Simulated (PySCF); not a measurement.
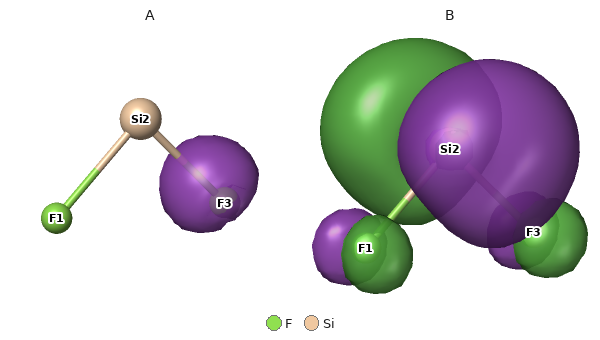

Figure 1: F2Si, SMILES `F[Si]F`. Intrinsic bond orbitals (IBO), occupied and valence-virtual; each surface holds about 70 % of the orbital's density. Energies are diagonal elements of the Fock matrix.

PySCF calculation, PBE/def2-SVPD, gas phase; geometry: GFN2-xTB. No frequency check shows the geometry to be a minimum.

Cartesian coordinates (Å):

```
F1       1.1683    0.4888    0.0000
Si2      0.0001   -0.6283    0.0000
F3      -1.1685    0.4886    0.0000
```

Q: Name the orbitals, with their atomic make-up and energies.

A: By panel:
- A: pair mostly on F3, shared in part with Si2 (F3 84 %, Si2 16 %; −23.5 eV)
- B: π* orbital Si2–F1, mostly on Si2 (Si2 86 %, F1 7 %, F3 7 %; −3.0 eV)

Q: How do all the valence pairs divide up?

A: 9 pairs: 7 lone pairs and 2 strongly polarised pairs.

The PySCF run took 4.3 s on 1 thread of Intel(R) Xeon(R) Platinum 8259CL CPU @ 2.50GHz (Skylake/Cascade Lake), with other jobs on the host, peak memory 0.25 GiB.
